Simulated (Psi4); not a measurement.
# CF3 (trifluoromethyl radical) at UHF/def2-SVPD

What is the energy change on altering one bond length of CF3 (trifluoromethyl radical) at UHF/def2-SVPD? 

The results are computed with Psi4 1.11.

1 further run of the same task is left out (set aside as unsound or not needed).

### Step 1. The molecule

CF3: 4 atoms, total charge 0, spin state doublet. SMILES: `F[C](F)F`. The shape is that of a PBE0-D4/def2-TZVP optimisation.

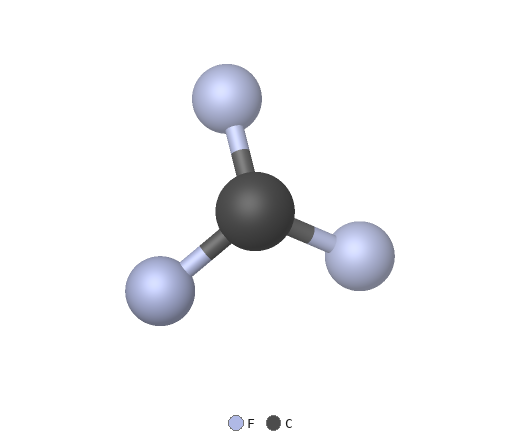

The structure, seen from a chosen angle (fluorine light blue, carbon dark grey).

### Step 2. Energy and gradient at UHF/def2-SVPD

calc.py reads:

```python
import psi4

psi4.set_memory('1600 MB')
psi4.set_num_threads(1)
psi4.set_output_file('cf3.out', False)

mol = psi4.geometry("""
0 2
F
C 1 1.312738
F 2 1.31262 1 111.41281
F 2 1.312721 3 111.39411 1 125.06173
units angstrom
symmetry c1
""")

options = {'reference': 'uhf', 'puream': True, 'e_convergence': 1e-09, 'd_convergence': 1e-08, 'scf_type': 'pk', 'maxiter': 100}
psi4.set_options(options)

energy_value, wavefunction = psi4.gradient("hf/def2-SVPD", return_wfn=True)
psi4.oeprop(wavefunction, "MAYER_INDICES", "LOWDIN_CHARGES", "MULLIKEN_CHARGES", title="HF")
print('gradient / Eh bohr^-1')
print(energy_value.np.round(6))
print(f'energy = {wavefunction.energy():.10f} Eh')
```

On the command line:

```
$ python calc.py
```

cf3.out (excerpt; [...] marks lines left out):

```text
[...]
  Running in c1 symmetry.
[...]
  Nuclear repulsion =  124.596028103580508
[...]
  Multiplicity = 2
[...]
  Nalpha       = 17
  Nbeta        = 16
[...]
    Number of basis functions: 89
[...]
   @UHF iter   1:  -335.78075443192745   -3.90008e-01   5.48592e-03 DIIS/ADIIS
[...]
   @UHF iter  13:  -335.88023781224211   -4.14957e-12   4.84423e-09 DIIS
[...]
   @S^2 Observed:                7.539915089E-01
[...]
    Orbital Energies [Eh]
    ---------------------
    Alpha Occupied:
       1A    -26.373641     2A    -26.373607     3A    -26.373543
       4A    -11.539016     5A     -1.752287     6A     -1.654509
       7A     -1.654443     8A     -0.994366     9A     -0.866362
      10A     -0.866332    11A     -0.859208    12A     -0.749643
      13A     -0.749613    14A     -0.704644    15A     -0.704613
      16A     -0.683250    17A     -0.486049
    Alpha Virtual:
      18A      0.100262    19A      0.155289    20A      0.155294
      21A      0.169196    22A      0.221391    23A      0.221397
      24A      0.243214    25A      0.243221    26A      0.249923
[...]
  @UHF Final Energy:  -335.88023781224211
   => Energetics <=
    Nuclear Repulsion Energy =            124.5960281035805082
    One-Electron Energy =                -714.9718007991668856
    Two-Electron Energy =                 254.4955348833442770
    Total Energy =                       -335.8802378122421715
  UHF NO Occupations:
  HONO-2 :   15  A 1.9996703
  HONO-1 :   16  A 1.9989897
[...]
 Multipole Moments:
 ------------------------------------------------------------------------------------
     Multipole            Electronic (a.u.)      Nuclear  (a.u.)        Total (a.u.)
 ------------------------------------------------------------------------------------
 L = 1.  Multiply by 2.5417464519 to convert [e a0] to [Debye]
 Dipole X            :          0.0523375            0.1641494            0.2164869
 Dipole Y            :          0.0269151            0.0852969            0.1122121
 Dipole Z            :          0.0185836            0.0581914            0.0767751
 Magnitude           :                                                    0.2556414
[...]
  -Total Gradient:
     Atom            X                  Y                   Z
    ------   -----------------  -----------------  -----------------
       1        0.000698774906     0.000401676865    -0.021394978438
       2        0.014378611543     0.007369519480     0.005106197128
       3        0.000694369770    -0.019688214952     0.008155672800
       4       -0.015771756219     0.011917018607     0.008133108509
[...]
  Mulliken Charges: (a.u.)
   Center  Symbol    Alpha    Beta     Spin     Total
       1     F     4.76760  4.76397  0.00363 -0.53156
       2     C     2.69728  1.70817  0.98911  1.59455
       3     F     4.76755  4.76391  0.00363 -0.53146
       4     F     4.76757  4.76395  0.00362 -0.53152
   Total alpha = 17.00000, Total beta = 16.00000, Total charge = -0.00000
  Lowdin Charges: (a.u.)
   Center  Symbol    Alpha    Beta     Spin     Total
       1     F     4.61806  4.50585  0.11221 -0.12392
       2     C     3.14585  2.48247  0.66337  0.37168
[...]
```

Standard output:

```text
gradient / Eh bohr^-1
[[ 0.000699  0.000402 -0.021395]
 [ 0.014379  0.00737   0.005106]
 [ 0.000694 -0.019688  0.008156]
 [-0.015772  0.011917  0.008133]]
energy = -335.8802378122 Eh
```

Run time: 6.9 s. Hardware: 1 thread of Intel Xeon Platinum 8259CL at 2.50GHz (Skylake/Cascade Lake), shared host; peak memory 0.3 GiB.

### Step 3. The distorted shape

input.inp reads:

```
memory 1600 mb

molecule {
  0 2
  F     -1.405656     0.037557     0.348194
  C     -0.039500    -0.059500    -0.286700
  F      0.658900    -1.044900     0.227300
  F      0.608100     1.079500    -0.205900
  units angstrom
  symmetry c1
  no_reorient
  no_com
}

set {
  basis def2-SVPD
  reference uhf
  puream true
  e_convergence 1e-09
  d_convergence 1e-08
  scf_type pk
  maxiter 100
}

e, wfn = gradient('scf', return_wfn=True)
oeprop(wfn, 'MULLIKEN_CHARGES', 'DIPOLE', 'QUADRUPOLE', title='SCF')
```

On the command line:

```
$ psi4 -n 1 input.inp input.out
```

input.out (excerpt; [...] marks lines left out):

```text
[...]
  Running in c1 symmetry.
[...]
  Nuclear repulsion =  118.958736363822112
[...]
  Multiplicity = 2
[...]
  Nalpha       = 17
  Nbeta        = 16
[...]
    Number of basis functions: 89
[...]
   @UHF iter   1:  -335.72802951240732   -6.69424e-01   5.93845e-03 DIIS/ADIIS
[...]
   @UHF iter  15:  -335.85111591744908   -5.11591e-12   9.72732e-09 DIIS
[...]
   @S^2 Observed:                7.548466590E-01
[...]
  @UHF Final Energy:  -335.85111591744908
   => Energetics <=
    Nuclear Repulsion Energy =            118.9587363638221120
    One-Electron Energy =                -703.8206324234370186
    Two-Electron Energy =                 249.0107801421657996
    Total Energy =                       -335.8511159174490786
  UHF NO Occupations:
  HONO-2 :   15  A 1.9995168
  HONO-1 :   16  A 1.9987054
[...]
  -Total Gradient:
     Atom            X                  Y                   Z
    ------   -----------------  -----------------  -----------------
       1       -0.104700161883     0.006239533465     0.042671491421
       2        0.051430041568    -0.009895730982    -0.054059704558
       3        0.027378548966    -0.029405149733     0.012047725649
       4        0.025891571348     0.033061347249    -0.000659512512
[...]
 Multipole Moments:
 ------------------------------------------------------------------------------------
     Multipole            Electronic (a.u.)      Nuclear  (a.u.)        Total (a.u.)
 ------------------------------------------------------------------------------------
 L = 1.  Multiply by 2.5417464519 to convert [e a0] to [Debye]
 Dipole X            :          3.1523939           -2.8060619            0.3463321
 Dipole Y            :         -0.6188817            0.5525805           -0.0663012
 Dipole Z            :         -3.3991412            3.0351761           -0.3639652
 Magnitude           :                                                    0.5067666
 L = 2.  Multiply by 1.3450342976 to convert [e a0^2] to [Debye ang]
 Quadrupole XX       :       -106.1436434           89.3751607          -16.7684828
 Quadrupole XY       :          2.7290819           -2.6761361            0.0529458
[...]
```

Run time: 6.9 s. Hardware: 1 thread of Intel Xeon Platinum 8259CL at 2.50GHz (Skylake/Cascade Lake), shared host; peak memory 0.31 GiB.

### Step 4. Results

At UHF/def2-SVPD:

| quantity | value |
| --- | --- |
| first shape: total energy | -335.88024 Eh |
| first shape: dipole moment | 0.65 D |
| first shape: HOMO energy (highest over α and β) | -13.23 eV |
| first shape: LUMO energy (lowest over α and β) | 1.63 eV |
| first shape: ⟨S²⟩ | 0.754 |
| first shape: largest force on an atom | 1.101 eV/Å |
| distorted shape: total energy | -335.85112 Eh |
| distorted shape: dipole moment | 1.29 D |
| distorted shape: HOMO energy (highest over α and β) | -13.97 eV |
| distorted shape: LUMO energy (lowest over α and β) | 1.21 eV |
| distorted shape: ⟨S²⟩ | 0.755 |
| distorted shape: largest force on an atom | 5.823 eV/Å |
| energy change with the F1–C2 bond stretched from 1.313 to 1.510 Å | 0.792 eV |

What this shows: With the F1–C2 bond stretched from 1.313 to 1.510 Å the energy rises by 0.79 eV (76.5 kJ/mol). The first shape isn't relaxed at this level, so the change isn't measured from a minimum. The largest force (first shape) is 1.10 eV/Å: the shape isn't a stationary point for this species at this level. Mulliken charges (distorted shape) run from -0.62 on F1 to +1.64 on C2; in a basis this large or diffuse they mean little.
